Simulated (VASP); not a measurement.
# GW-BSE spectrum of SiO2, part 3 of 3

Wanted: the lowest vertical excitons of SiO2 and its absorption. The cell has space group P4_32_12. The start is a cell from a database of measured crystal structures.

VASP 6.6.1, plane waves and PAW; the level of theory is named at each step.

So far, quasiparticle gap on the mesh (eV): step 4 (G0W0) 8.44.

### Step 6. Without the electron-hole attraction

This step: BSE on G0W0 on LDA, without the electron-hole attraction; plane waves and PAW (Si_GW, O_GW) (VASP 6.6.1).

LADDER = .FALSE. removes the attraction and keeps the local fields, which shows what the attraction does.

File INCAR:

```
SYSTEM = SiO2
PREC = Accurate
ENCUT = 440
ISMEAR = 0
SIGMA = 0.01
LREAL = .FALSE.
GGA = CA
NBANDS = 360
ALGO = BSE
NBANDSO = 4
NBANDSV = 4
OMEGAMAX = 25
NEDOS = 1000
CSHIFT = 0.1
PRECFOCK = Fast
LWAVE = .FALSE.
LCHARG = .FALSE.
ENCUTGW = 100
ANTIRES = 0
LADDER = .FALSE.
```

File POSCAR:

```
SiO2
1.0
    4.9329000000      0.0000000000      0.0000000000
    0.0000000000      4.9329000000      0.0000000000
    0.0000000000      0.0000000000      6.4645000000
Si O
4 8
Direct
    0.8177050000      0.8177050000      0.5000000000
    0.6822950000      0.3177050000      0.2500000000
    0.1822950000      0.1822950000      0.0000000000
    0.3177050000      0.6822950000      0.7500000000
    0.2683400000      0.3645700000      0.8019300000
    0.1354300000      0.7683400000      0.5519300000
    0.7316600000      0.6354300000      0.3019300000
    0.8645700000      0.2316600000      0.0519300000
    0.7683400000      0.1354300000      0.4480700000
    0.6354300000      0.7316600000      0.6980700000
    0.2316600000      0.8645700000      0.9480700000
    0.3645700000      0.2683400000      0.1980700000
```

File KPOINTS:

```
Automatic mesh
0
Gamma
4 4 4
0 0 0
```

PAW data sets: Si_GW and O_GW (LDA family, release 64).

Command:

```console
$ mpirun -np 8 vasp_std
```

What it wrote:

```text
[banner, memory and clock lines left out]
 LDA part: xc-table for (Slater(with rela. corr.)+CA(PZ))
 , standard interpolation
 found WAVECAR, reading the header
 POSCAR, INCAR and KPOINTS ok, starting setup
 FFT: planning ... GRIDC
 FFT: planning ... GRID_SOFT
 FFT: planning ... GRID
 reading WAVECAR
 the WAVECAR file was read successfully
 initial charge from wavefunction
 available memory per node:     86.20 GB, setting MAXMEM to     88263

 Doing            0  frequencies on each core in blocks of            0
 parallelization over k-points
 Using distributed matrix
 Using distributed eigensolver
 allocating two-electron 4 orbital integral table    4    4    4    4
 BSE setting up matrix
 available memory per node:     86.17 GB, setting MAXMEM to     88236
 Calculate matrix elements of the BSE Hamiltonian:
 Workload is divided into blocks of two-electron 4 orbital integrals computed in
  parallel.
 Each block/integral has dimensions  of (   4,   4,   4,   4) orbitals
 Total number of blocks/integrals:                 2080
 Number of spins:                                     1
 Number of kpoints:                                  64
 Spin channel:                                        1
  Number of blocks of unoccupied bands:               1
  Number of blocks of occupied bands:                 1
 Number of rows/columns of blocks:                   64

                                                        Time (sec)
               Integrals                 Ranks       Real         CPU
  [         1 -        512/      2080]     8         0.72        0.00
  [       513 -       1024/      2080]     8         1.45        0.00
  [      1025 -       1536/      2080]     8         2.21        0.00
  [      1537 -       2048/      2080]     8         2.98        0.00
  [      2049 -       2080/      2080]     8         3.08        0.00

[... 7 parts as in an earlier step ...]
```

It took 7 s on 8 MPI ranks of Intel Xeon Platinum 8375C at 2.90GHz (Ice Lake), shared host; peak memory 2.8 GiB.

From OUTCAR (step 6):

```text
   NELECT =      64.0000    total number of electrons

 E-fermi :   3.2266

[... 9 parts as in an earlier step ...]

[... 1 further part left out ...]
```

This step gave:

```
lowest excitation : 8.445 eV
```

The imaginary dielectric function has structure finer than the step of the table below, so its rows give means over 2 eV, whole bins alone (the curve runs from 0 to 25 eV). Peaks (eV: height): xx 12.5: 1.08; zz 12.6: 1.37, 13.1: 1.38.

From 4 filled and 4 empty bands alone, without any pair above OMEGAMAX = 25 eV, so strength is missing wherever others contribute; lines are broadened by CSHIFT, which also makes the tail under the first line. The imaginary dielectric function by photon energy; means over each step:

| photon energy (eV) | xx | zz |
| --- | --- | --- |
| 2 | 2.2e-4 | 2.6e-4 |
| 4 | 5.3e-4 | 6.1e-4 |
| 6 | 0.00112 | 0.00128 |
| 8 | 0.00314 | 0.00310 |
| 10 | 0.0386 | 0.0314 |
| 12 | 0.540 | 0.600 |
| 14 | 0.191 | 0.304 |
| 16 | 0.00504 | 0.00655 |
| 18 | 0.00175 | 0.00223 |
| 20 | 8.9e-4 | 0.00111 |
| 22 | 5.3e-4 | 6.6e-4 |
| 24 | 3.5e-4 | 4.4e-4 |

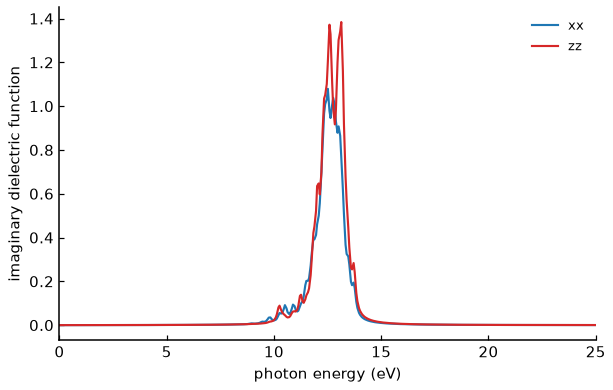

Imaginary dielectric function, plotted against photon energy.

The lowest excitation lies at 8.445 eV, +967 meV against the Tamm-Dancoff singlet. It is dark; the first state with over 2 % of the strongest strength among the lowest 40 lies at 8.940 eV. No second mesh in this session tests these energies, peaks and heights.

### Step 7. Independent quasiparticles

This step: BSE on G0W0 on LDA, independent quasiparticles; plane waves and PAW (Si_GW, O_GW) (VASP 6.6.1).

With LADDER and LHARTREE off the pairs don't interact at all, so the lowest line must equal the direct gap.

INCAR, as its differences from that of step 6:

```diff
@@ -20 +20,2 @@
 LADDER = .FALSE.
+LHARTREE = .FALSE.
```

POSCAR is that of step 6.

KPOINTS is that of step 6.

Command:

```console
$ mpirun -np 8 vasp_std
```

What it wrote:

```text
[banner, memory and clock lines left out]
 LDA part: xc-table for (Slater(with rela. corr.)+CA(PZ))
 , standard interpolation
 found WAVECAR, reading the header
 POSCAR, INCAR and KPOINTS ok, starting setup
 FFT: planning ... GRIDC
 FFT: planning ... GRID_SOFT
 FFT: planning ... GRID
 reading WAVECAR
 the WAVECAR file was read successfully
 initial charge from wavefunction
 available memory per node:     86.69 GB, setting MAXMEM to     88771

 Doing            0  frequencies on each core in blocks of            0
 parallelization over k-points
 Using distributed matrix
 Using distributed eigensolver
 allocating two-electron 4 orbital integral table    4    4    4    4
 BSE setting up matrix
 available memory per node:     86.50 GB, setting MAXMEM to     88577
 Calculate matrix elements of the BSE Hamiltonian:
 Workload is divided into blocks of two-electron 4 orbital integrals computed in
  parallel.
 Each block/integral has dimensions  of (   4,   4,   4,   4) orbitals
 Total number of blocks/integrals:                 2080
 Number of spins:                                     1
 Number of kpoints:                                  64
 Spin channel:                                        1
  Number of blocks of unoccupied bands:               1
  Number of blocks of occupied bands:                 1
 Number of rows/columns of blocks:                   64

                                                        Time (sec)
               Integrals                 Ranks       Real         CPU
  [         1 -        512/      2080]     8         0.17        0.00
  [       513 -       1024/      2080]     8         0.34        0.00
  [      1025 -       1536/      2080]     8         0.50        0.00
  [      1537 -       2048/      2080]     8         0.66        0.00
  [      2049 -       2080/      2080]     8         0.68        0.00

[... 7 parts as in an earlier step ...]
```

Wall time 5.2 s (8 MPI ranks); peak memory 2.8 GiB.

OUTCAR, selected parts (step 7):

```text
   NELECT =      64.0000    total number of electrons

 E-fermi :   3.2266

[... 9 parts as in an earlier step ...]

[... 1 further part left out ...]
```

This step gave:

```
lowest excitation : 8.443 eV
```

The imaginary dielectric function has structure finer than the step of the table below, so its rows give means over 2.5 eV, whole bins alone (the curve runs from 0 to 25 eV). Peaks (eV: height): xx 12.51: 1.11; zz 12.59: 1.46, 12.96: 1.21.

From 4 filled and 4 empty bands alone, without any pair above OMEGAMAX = 25 eV, so strength is missing wherever others contribute; lines are broadened by CSHIFT, which also makes the tail under the first line. Table of imaginary dielectric function by photon energy; means over each step:

| photon energy (eV) | xx | zz |
| --- | --- | --- |
| 2.5 | 3.0e-4 | 3.5e-4 |
| 5.0 | 7.9e-4 | 9.3e-4 |
| 7.5 | 0.00235 | 0.00260 |
| 10.0 | 0.0415 | 0.0409 |
| 12.5 | 0.561 | 0.689 |
| 15.0 | 0.0175 | 0.0237 |
| 17.5 | 0.00215 | 0.00270 |
| 20.0 | 8.8e-4 | 0.00109 |
| 22.5 | 4.7e-4 | 5.8e-4 |

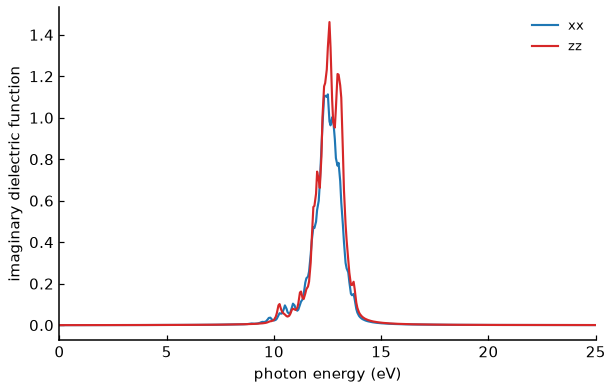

Imaginary dielectric function, plotted against photon energy.

The lowest excitation lies at 8.443 eV, +965 meV against the Tamm-Dancoff singlet. It is dark; the first state with over 2 % of the strongest strength among the lowest 40 lies at 8.938 eV. No second mesh in this session tests these energies, peaks and heights.

### Step 8. Summary

This step: BSE on G0W0 on LDA; plane waves and PAW (VASP 6.6.1).

No new run; the numbers come from the runs before.

Cost is wall time times ranks on a shared host, for this step alone, without the steps before it. Excitations by level:

| level | first excitation (eV) | cost (core minutes) |
| --- | --- | --- |
| BSE, Tamm-Dancoff | 7.478 | 1.44 |
| without the electron-hole attraction | 8.445 | 0.93 |
| independent quasiparticles | 8.443 | 0.69 |

### Step 9. Outcome

- BSE, Tamm-Dancoff: lowest vertical excitation 7.478 eV; direct gap 8.443 eV
- without the electron-hole attraction: lowest vertical excitation 8.445 eV; direct gap 8.443 eV
- independent quasiparticles: lowest vertical excitation 8.443 eV; direct gap 8.443 eV

**Reading.** The Bethe-Salpeter equation puts the lowest vertical singlet excitation at 7.478 eV, 0.97 eV below the direct gap of 8.443 eV; the states within 10 meV of it carry 0 % of the strength of the strongest such group among the lowest 40 states. The attraction moves the centre of weight of eps2 xx over the computed range by -1.70 eV against the run without the attraction. The spectra were run on one mesh, so the distance from the gap isn't shown to be converged; coarse meshes tend to overstate it. Bands, response cutoff and mesh of the GW step weren't tested in this session. Only the bands set by NBANDSO and NBANDSV form pairs, and any pair above OMEGAMAX = 25 eV is dropped, so the spectrum is that of this window; the window can cut degenerate bands, and the ratio of directions in the curves is that of the window, not of the crystal. The given cell is kept, although it stands at -5.4 GPa at LDA and ENCUT = 440 eV, which holds the mismatch of the given cell with this functional and any basis-set error. The atoms weren't relaxed and carry forces of up to 0.23 eV/Å at LDA in the first static run, so the numbers belong to the given coordinates, and a relaxation would change them. Not tabulated here, as repeats of values shown or as unfit to read for their mesh, reference level or band range: eps2 curves (empty bands); eps1 curves and static values (BSE, empty bands, independent quasiparticles, without the electron-hole attraction); gaps (empty bands); line lists of runs without attraction (independent quasiparticles, without the electron-hole attraction).

[Lines on the potential files, build, host, timing and source positions are cut from VASP's logs without a mark.]

[Logs are printed without paths, hosts, clocks, repeated set-up lines and the standing remarks that a program may print on its own settings, such as how far it seeks lower states.]

[Hosts, paths, dates, database ids (printed as entryN), source tags and the programs' standing remarks are cut or masked in the printed files.]

[Pressures printed for these runs are not shown converged in the cutoff: they can be off by several GPa and have the wrong sign.]
